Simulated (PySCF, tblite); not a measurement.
# C₂₀H₁₂BN: electronic excitations, NMR shifts

Wanted: electronic excitations, NMR shifts for C₂₀H₁₂BN (`B1Nc2cccc3c4cccc5ccc6ccc1c(c23)c6c54`).

Programs: tblite 0.8.0 and PySCF 2.14.0, with routines of our own; each step states its level. All values are computed. Atoms count from 0.

## 1. The system as given

34 atoms, charge 0, multiplicity 1; geometry from: force field, distance geometry or constructed start.

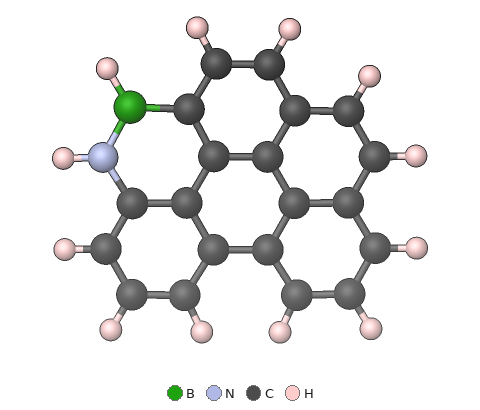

The starting geometry (boron green, nitrogen light blue, carbon dark grey, hydrogen pink).

## 2. Geometry optimisation with GFN2-xTB

Job settings and geometry (Å):

```
{"job": {"kind": "relax", "xc": "GFN2-xTB", "basis": "xTB"}, "charge": 0, "multiplicity": 1}
B     -2.541000     2.639700    -0.251700
N     -3.440200     1.427700    -0.316600
C     -2.854400     0.110100    -0.242700
C     -3.719500    -0.982000    -0.308200
C     -3.218800    -2.277300    -0.239300
C     -1.853600    -2.496000    -0.126700
C     -0.931400    -1.415200    -0.063600
C      0.479900    -1.625700     0.063200
C      1.059400    -2.924400     0.127300
C      2.432100    -3.093800     0.248200
C      3.277100    -1.993800     0.301600
C      2.748800    -0.702400     0.242100
C      3.609200     0.402700     0.305600
C      3.107200     1.695000     0.238100
C      1.725000     1.915000     0.121500
C      1.229900     3.217300     0.068600
C     -0.134100     3.444700    -0.055500
C     -1.024400     2.362200    -0.118600
C     -0.557300     1.029200    -0.058000
C     -1.445300    -0.083900    -0.118900
C      0.833500     0.809900     0.061800
C      1.347800    -0.506900     0.120600
H     -2.989500     3.739000    -0.295700
H     -4.473300     1.555300    -0.400400
H     -4.787400    -0.837600    -0.393500
H     -3.903400    -3.118900    -0.286800
H     -1.550400    -3.525600    -0.085900
H      0.479400    -3.829000     0.092000
H      2.852500    -4.090700     0.293000
H      4.348200    -2.152200     0.399600
H      4.687000     0.263300     0.392000
H      3.790900     2.533200     0.288300
H      1.902300     4.066400     0.106200
H     -0.494300     4.462300    -0.096700
```

On the command line:

```console
OMP_NUM_THREADS=1 python large_run.py task.json out
```

One launch serves the whole session: the jobs run in the order shown.

What it wrote:

```text
step      E/eV     max force
  0   -1447.25663    2.544
  1   -1447.55353    1.657
  2   -1447.65122    1.105
  3   -1447.70214    0.556
  4   -1447.73065    0.382
  5   -1447.75925    0.335
  6   -1447.77466    0.248
  7   -1447.78411    0.172
  8   -1447.78919    0.165
  9   -1447.79289    0.140
 10   -1447.79552    0.100
 11   -1447.79765    0.079
 12   -1447.79931    0.083
 13   -1447.80037    0.058
 14   -1447.80087    0.049
 15   -1447.80110    0.037
 16   -1447.80130    0.035
 17   -1447.80150    0.030
 18   -1447.80165    0.026
 19   -1447.80173    0.015
```

Run time: 0.46 s. Hardware: 1 thread of Arm Neoverse V1, shared host; peak memory 0.18 GiB.

The steps of the relaxation:

```csv
step,energy from step 0 (eV),largest force (eV/Å)
0,0.0000,2.5436
1,-0.2969,1.6566
2,-0.3946,1.1051
3,-0.4455,0.5558
4,-0.4740,0.3822
5,-0.5026,0.3348
6,-0.5180,0.2486
7,-0.5275,0.1720
8,-0.5326,0.1646
9,-0.5363,0.1391
10,-0.5389,0.1005
11,-0.5410,0.0787
12,-0.5427,0.0833
13,-0.5437,0.0583
14,-0.5442,0.0483
15,-0.5445,0.0371
16,-0.5447,0.0351
17,-0.5449,0.0301
18,-0.5450,0.0268
19,-0.5451,0.0155
```

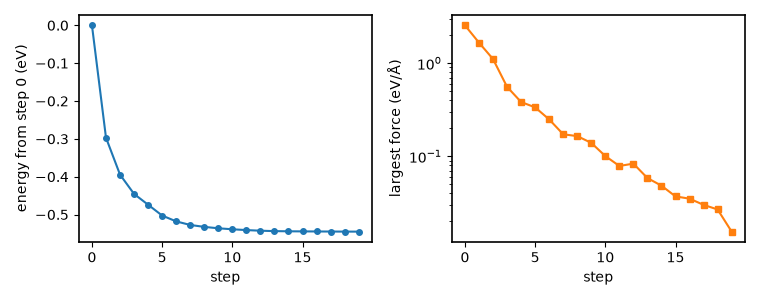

Energy and largest force along the relaxation.

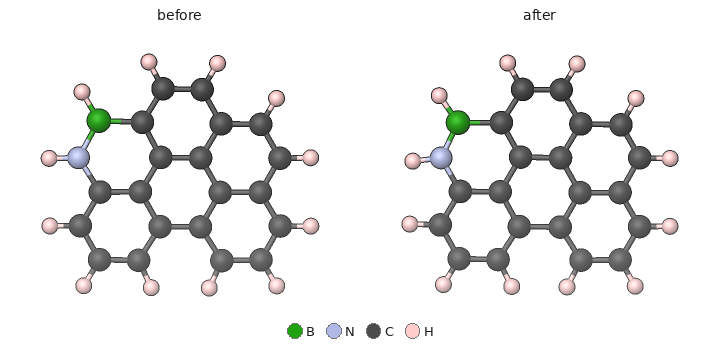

Before and after, at one scale.

Distances of close pairs at the start and the end, largest changes first:

```csv
bond,before (Å),after (Å),change (Å)
B0–N1,1.511,1.397,-0.113
N1–C2,1.444,1.376,-0.068
C12–C13,1.388,1.353,-0.035
N1–H23,1.044,1.012,-0.033
C7–C8,1.424,1.392,-0.031
C5–C6,1.422,1.396,-0.026
C6–C7,1.433,1.454,+0.022
C11–C12,1.402,1.424,+0.022
```

The next job starts from the end point, and lists it.

## 3. Electronic excitations: TDA CAM-B3LYP/def2-SVP

Job settings and geometry (Å):

```
{"job": {"kind": "uv", "basis": "def2-SVP", "grid": 1, "kgrid": 0, "vcut": 1.5, "nstates": 6, "ntriplets": 2, "tda": true, "delta": ["ip_vertical"], "pop": true, "xc": "CAM-B3LYP"}, "charge": 0, "multiplicity": 1}
B     -2.565919     2.577832    -0.250177
N     -3.336493     1.413154    -0.302052
C     -2.832347     0.134288    -0.242416
C     -3.703775    -0.948488    -0.301800
C     -3.213656    -2.237345    -0.242994
C     -1.856374    -2.462508    -0.125091
C     -0.947072    -1.404991    -0.061994
C      0.484774    -1.627470     0.062463
C      1.045188    -2.900213     0.126231
C      2.414280    -3.087649     0.245030
C      3.264190    -2.007709     0.303502
C      2.753078    -0.708058     0.242904
C      3.616634     0.422211     0.301068
C      3.125862     1.681263     0.243255
C      1.728345     1.914245     0.122110
C      1.209913     3.216784     0.061501
C     -0.138599     3.425330    -0.054719
C     -1.049811     2.358473    -0.118413
C     -0.549016     1.044160    -0.059829
C     -1.439744    -0.079094    -0.121314
C      0.843941     0.814721     0.061335
C      1.354856    -0.510520     0.121699
H     -3.089457     3.623715    -0.306759
H     -4.344013     1.441546    -0.388821
H     -4.766161    -0.767287    -0.394350
H     -3.895676    -3.073475    -0.288843
H     -1.512632    -3.482887    -0.082429
H      0.419403    -3.776907     0.084641
H      2.810351    -4.091900     0.291510
H      4.331059    -2.151630     0.395732
H      4.678933     0.245584     0.393452
H      3.783783     2.537949     0.287435
H      1.895168     4.051396     0.109053
H     -0.527083     4.433233    -0.100093
```

Level: TDA CAM-B3LYP/def2-SVP, vertical, gas phase, core orbitals frozen in the response, virtual orbitals cut by energy.

What it wrote:

```text
start: PBE on a coarse grid of 29449 points
cycle   1  E = -847.0870028978  dE =  3.772e+00  |g| = 7.250e-01  |ddm| = 9.876e+00
cycle   2  E = -846.9999427154  dE =  8.706e-02  |g| = 9.251e-01  |ddm| = 2.753e+00
cycle   3  E = -847.2342714551  dE = -2.343e-01  |g| = 2.355e-01  |ddm| = 1.747e+00
cycle   4  E = -847.2479967150  dE = -1.373e-02  |g| = 8.689e-02  |ddm| = 4.285e-01
cycle   5  E = -847.2499858060  dE = -1.989e-03  |g| = 3.290e-02  |ddm| = 1.973e-01
cycle   6  E = -847.2502532553  dE = -2.674e-04  |g| = 1.376e-02  |ddm| = 5.817e-02
cycle   7  E = -847.2502983891  dE = -4.513e-05  |g| = 6.373e-03  |ddm| = 2.464e-02
final grid: 129918 points
cycle   8  E = -848.0019295868  dE = -1.363e-02  |g| = 3.831e-02  |ddm| = 8.959e-01
cycle   9  E = -848.0024705684  dE = -5.410e-04  |g| = 2.521e-02  |ddm| = 1.473e-01
cycle  10  E = -848.0026223328  dE = -1.518e-04  |g| = 1.102e-02  |ddm| = 4.567e-02
cycle  11  E = -848.0026616088  dE = -3.928e-05  |g| = 3.121e-03  |ddm| = 2.055e-02
cycle  12  E = -848.0026670153  dE = -5.407e-06  |g| = 1.082e-03  |ddm| = 6.953e-03
cycle  13  E = -848.0026645953  dE =  2.420e-06  |g| = 6.142e-04  |ddm| = 2.782e-03
cycle  14  E = -848.0026660850  dE = -1.490e-06  |g| = 2.026e-04  |ddm| = 1.679e-03
cycle  15  E = -848.0026668405  dE = -7.555e-07  |g| = 6.162e-05  |ddm| = 6.491e-04
converged SCF energy = -848.0026668405
Vertical ionisation energy (delta-SCF) = 7.2953 eV   <S^2> = 0.796

Static polarisability (au): isotropic 238.220, principal 87.744 303.605 323.311

Singlet excitations
state   eV       nm        f      main configurations
  1   3.8812    319.4   0.04460   H-1->L 0.59, H->L+1 0.32
  2   4.0730    304.4   0.24930   H->L 0.79, H-1->L+1 0.14
  3   4.6948    264.1   0.09969   H-2->L 0.41, H->L+3 0.16
  4   4.9016    252.9   0.05218   H->L+2 0.64, H-1->L+1 0.13, H-3->L 0.12
  5   5.1152    242.4   0.61059   H->L+1 0.36, H-1->L 0.19, H-1->L+1 0.11
  6   5.1805    239.3   0.06359   H-1->L+2 0.38, H-3->L 0.24

Triplet excitations (Tamm-Dancoff, eV): 2.6779 3.3269
```

Wall time 2.9 min (1 thread of Arm Neoverse V1, shared host); peak memory 0.73 GiB.

The orbitals next to the gap, with their largest atomic shares:

```csv
orbital,eV,atoms
HOMO−4,-9.05,"C7 14 %, C10 12 %, C18 12 %"
HOMO−3,-8.51,"C20 15 %, C3 14 %, C6 14 %"
HOMO−2,-8.21,"C9 12 %, C19 9 %, C21 8 %"
HOMO−1,-7.13,"C15 11 %, C2 10 %, C5 10 %"
HOMO,-6.83,"C10 13 %, C8 11 %, C3 9 %"
LUMO,-0.79,"C10 10 %, C8 10 %, C12 9 %"
LUMO+1,0.08,"C16 14 %, C9 10 %, C15 9 %"
LUMO+2,0.73,"C21 13 %, C19 13 %, C6 9 %"
LUMO+3,0.85,"C8 10 %, C11 10 %, C14 9 %"
```

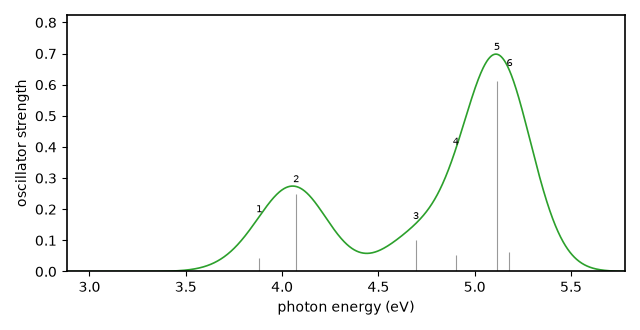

Absorption spectrum from the 6 singlet states computed; above the last one it falls off for lack of states. Lines are broadened to a width of 0.40 eV (Gaussian).

Ground-state properties from the same run:

```csv
property,computed
dipole moment (D),1.12
polarisability (Å³),35.30
HOMO–LUMO gap (eV),6.05
−ε(HOMO) (eV),6.83
```

## 4. NMR shifts: GIAO KT3/pcSseg-1

Settings changed since step 3:

```diff
@@ -1,2 +1,2 @@
-{"job": {"kind": "uv", "basis": "def2-SVP", "grid": 1, "kgrid": 0, "vcut": 1.5, "nstates": 6, "ntriplets": 2, "tda": true, "delta": ["ip_vertical"], "pop": true, "xc": "CAM-B3LYP"}, "charge": 0, "multiplicity": 1}
+{"job": {"kind": "nmr", "xc": "KT3", "basis": "pcSseg-1", "pop": false}, "charge": 0, "multiplicity": 1}
 B     -2.565919     2.577832    -0.250177
```

Level: GIAO KT3/pcSseg-1 NMR shielding, non-relativistic, gas phase.

What it wrote:

```text
start: PBE on a coarse grid of 29449 points
cycle   1  E = -847.5735085442  dE =  3.968e+00  |g| = 7.779e-01  |ddm| = 8.335e+00
cycle   2  E = -847.4686793035  dE =  1.048e-01  |g| = 9.988e-01  |ddm| = 3.390e+00
cycle   3  E = -847.7336620082  dE = -2.650e-01  |g| = 2.434e-01  |ddm| = 2.111e+00
cycle   4  E = -847.7479650472  dE = -1.430e-02  |g| = 8.695e-02  |ddm| = 4.078e-01
cycle   5  E = -847.7499278409  dE = -1.963e-03  |g| = 3.187e-02  |ddm| = 2.274e-01
cycle   6  E = -847.7501696653  dE = -2.418e-04  |g| = 1.360e-02  |ddm| = 5.123e-02
cycle   7  E = -847.7502114083  dE = -4.174e-05  |g| = 6.600e-03  |ddm| = 2.254e-02
final grid: 275595 points
cycle   8  E = -863.1124118802  dE = -4.997e-02  |g| = 4.725e-02  |ddm| = 2.022e+00
cycle   9  E = -863.1108312995  dE =  1.581e-03  |g| = 9.279e-02  |ddm| = 1.601e-01
cycle  10  E = -863.1128814002  dE = -2.050e-03  |g| = 1.550e-02  |ddm| = 1.072e-01
cycle  11  E = -863.1129232242  dE = -4.182e-05  |g| = 1.074e-02  |ddm| = 3.775e-02
cycle  12  E = -863.1129558567  dE = -3.263e-05  |g| = 2.535e-03  |ddm| = 1.569e-02
cycle  13  E = -863.1129592210  dE = -3.364e-06  |g| = 7.834e-04  |ddm| = 4.706e-03
cycle  14  E = -863.1129592676  dE = -4.664e-08  |g| = 3.654e-04  |ddm| = 1.472e-03
cycle  15  E = -863.1129570861  dE =  2.181e-06  |g| = 1.005e-04  |ddm| = 7.861e-04
cycle  16  E = -863.1129570457  dE =  4.042e-08  |g| = 4.517e-05  |ddm| = 4.921e-04
converged SCF energy = -863.1129570457

GIAO shielding tensors (ppm)
atom      isotropic    diamagn.    paramagn.     s11        s22        s33       span
  0 B       73.918     203.079    -129.161     47.306     60.766    113.683     66.377
  1 N      102.274     315.850    -213.575      1.133    124.027    181.663    180.530
  2 C       51.801     251.796    -199.994    -24.853     26.367    153.889    178.742
  3 C       74.232     255.223    -180.991     -2.487     73.097    152.086    154.573
  4 C       64.379     253.010    -188.631    -34.571     56.493    171.214    205.785
  5 C       74.579     244.344    -169.765    -14.949     64.500    174.184    189.133
  6 C       61.160     248.027    -186.867    -13.712     23.978    173.216    186.928
  7 C       62.663     248.636    -185.973    -13.630     25.249    176.370    190.000
  8 C       70.469     243.607    -173.138    -20.284     56.955    174.735    195.020
  9 C       65.252     253.526    -188.274    -33.773     56.668    172.860    206.632
 10 C       64.022     246.260    -182.238    -23.610     57.138    158.539    182.149
 11 C       60.524     251.534    -191.011    -10.950      7.687    184.834    195.784
 12 C       61.382     249.280    -187.898    -27.003     59.894    151.255    178.258
 13 C       62.433     248.675    -186.242    -25.163     61.107    151.355    176.518
 14 C       60.175     253.244    -193.070     -9.135      3.629    186.029    195.164
 15 C       66.152     249.204    -183.052    -21.028     60.665    158.818    179.845
 16 C       56.497     251.934    -195.437    -42.052     47.188    164.356    206.408
 17 C       60.409     248.867    -188.458    -12.438     -5.271    198.936    211.374
 18 C       61.237     249.895    -188.657    -17.370     12.689    188.394    205.764
 19 C       71.608     252.905    -181.297     15.712     18.222    180.890    165.179
 20 C       70.154     243.051    -172.897      4.218     13.394    192.850    188.632
 21 C       67.839     244.429    -176.591      2.951      8.949    191.616    188.665
 22 H       25.798      29.793      -3.995     21.297     27.561     28.536      7.239
 23 H       23.442      28.844      -5.402     15.042     26.505     28.779     13.737
 24 H       24.288      30.786      -6.498     18.676     25.773     28.414      9.738
 25 H       23.763      28.901      -5.139     18.427     25.920     26.941      8.513
 26 H       22.860      37.983     -15.124     14.547     24.898     29.133     14.586
 27 H       22.572      37.869     -15.297     14.073     24.469     29.173     15.100
 28 H       23.555      28.527      -4.972     17.888     25.810     26.968      9.080
 29 H       23.550      32.248      -8.697     17.627     25.157     27.868     10.241
 30 H       23.594      31.900      -8.306     17.634     25.260     27.888     10.254
 31 H       23.580      32.260      -8.680     17.548     25.309     27.882     10.334
 32 H       23.416      32.995      -9.579     16.980     25.296     27.971     10.991
 33 H       22.994      29.873      -6.879     16.781     24.740     27.463     10.682
```

Wall time 50 s (1 thread of Arm Neoverse V1, shared host); peak memory 0.68 GiB.

The references, computed at this level on geometries of the same kind, shield at (ppm): ¹H TMS 31.76, ¹³C TMS 184.7, ¹⁵N NH3 264.4, ¹¹B BF3·OEt2 100.0. Their shielding less the atom's gives the shift. The references are single molecules in the gas phase, so shifts against H2O, NH3, PH3, H3PO4 or CFCl3 are not on the usual liquid scales and can be off by tens of ppm.

```csv
atoms,environment,σ (ppm),δ (ppm)
C2,aromatic carbon bearing nitrogen,51.8,132.9
C16,aromatic CH,56.5,128.2
C14,ring-fusion aromatic carbon,60.2,124.5
C17,substituted aromatic carbon,60.4,124.3
C11,ring-fusion aromatic carbon,60.5,124.2
C6,ring-fusion aromatic carbon,61.2,123.6
C18,ring-fusion aromatic carbon,61.2,123.5
C12,aromatic CH,61.4,123.3
C13,aromatic CH,62.4,122.3
C7,ring-fusion aromatic carbon,62.7,122.1
C10,aromatic CH,64.0,120.7
C4,aromatic CH,64.4,120.3
C9,aromatic CH,65.3,119.5
C15,aromatic CH,66.2,118.6
C21,ring-fusion aromatic carbon,67.8,116.9
C20,ring-fusion aromatic carbon,70.2,114.6
C8,aromatic CH,70.5,114.3
C19,ring-fusion aromatic carbon,71.6,113.1
C3,aromatic CH,74.2,110.5
C5,aromatic CH,74.6,110.1
H27,hydrogen on an aromatic CH,22.57,9.19
H26,hydrogen on an aromatic CH,22.86,8.90
H33,hydrogen on an aromatic CH,22.99,8.77
H32,hydrogen on an aromatic CH,23.42,8.34
H23,hydrogen on an aniline-type nitrogen,23.44,8.32
H29,hydrogen on an aromatic CH,23.55,8.21
H28,hydrogen on an aromatic CH,23.55,8.21
H31,hydrogen on an aromatic CH,23.58,8.18
H30,hydrogen on an aromatic CH,23.59,8.17
H25,hydrogen on an aromatic CH,23.76,8.00
H24,hydrogen on an aromatic CH,24.29,7.47
H22,"hydrogen on a boron bonded to C, N, in a 6-membered ring",25.80,5.96
B0,"boron bonded to C, N, H, in a 6-membered ring",73.9,26.1
N1,aniline-type nitrogen,102.3,162.1
```

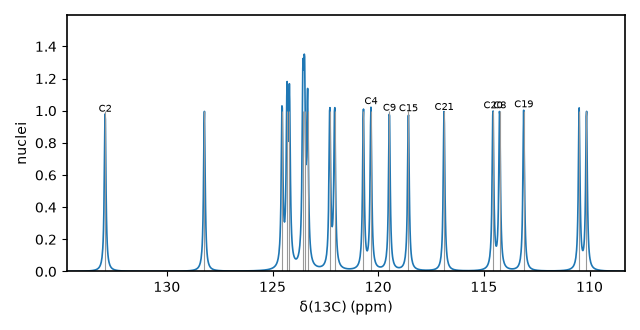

¹³C lines at the computed shifts, without couplings. Lines are broadened to a width of 0.09 ppm (Lorentzian).

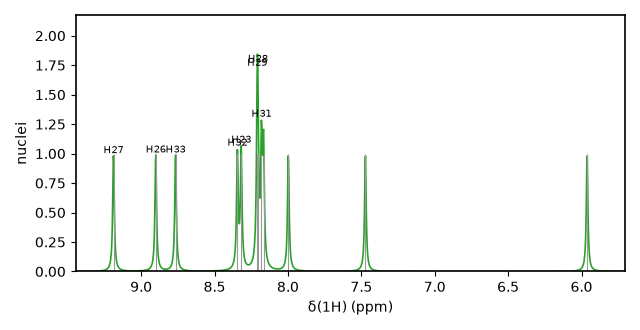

¹H lines at the computed shifts, without couplings. Lines are broadened to a width of 0.01 ppm (Lorentzian).

Ring of atoms B0, N1, C2, C17, C18, C19: NICS(0) -0.6, NICS(1) -3.8, NICS(1)zz -5.6 ppm (means of both faces).

Ring of atoms C2, C3, C4, C5, C6, C19: NICS(0) -9.6, NICS(1) -11.4, NICS(1)zz -27.6 ppm (means of both faces).

Ring of atoms C6, C7, C18, C19, C20, C21: NICS(0) 1.3, NICS(1) -3.5, NICS(1)zz -2.5 ppm (means of both faces).

## 5. Summary of results

| quantity | value |
| --- | --- |
| lowest singlet (CAM-B3LYP/def2-SVP) | 3.88 eV (319 nm), f = 0.045 |
| brightest single state of those computed | state 5, 5.12 eV, f = 0.611 |
| lowest triplet | 2.68 eV |
| ¹³C shifts against TMS (KT3/pcSseg-1) | 132.9, 128.2, 124.5, 124.3, 124.2, 123.6, 123.5, 123.3, 122.3, 122.1, 120.7, 120.3, 119.5, 118.6 ppm and more |
| ¹H shifts against TMS (KT3/pcSseg-1) | 9.19, 8.90, 8.77, 8.34, 8.32, 8.21, 8.21, 8.18, 8.17, 8.00, 7.47, 5.96 ppm |
| ¹¹B shifts against BF3·OEt2 (KT3/pcSseg-1) | 26.1 ppm |
| ¹⁵N shifts against NH3 (KT3/pcSseg-1) | 162.1 ppm |

**Reading.** The lowest singlet, at 3.88 eV, is HOMO−1→LUMO 0.59, HOMO→LUMO+1 0.32 and is weak; of the 6 states computed, the strongest absorption comes from state 5 at 5.12 eV. The lowest triplet lies 1.20 eV below the lowest singlet. NICS(1)zz of -28 ppm above the planar ring from C2 marks a diatropic (aromatic) ring current.
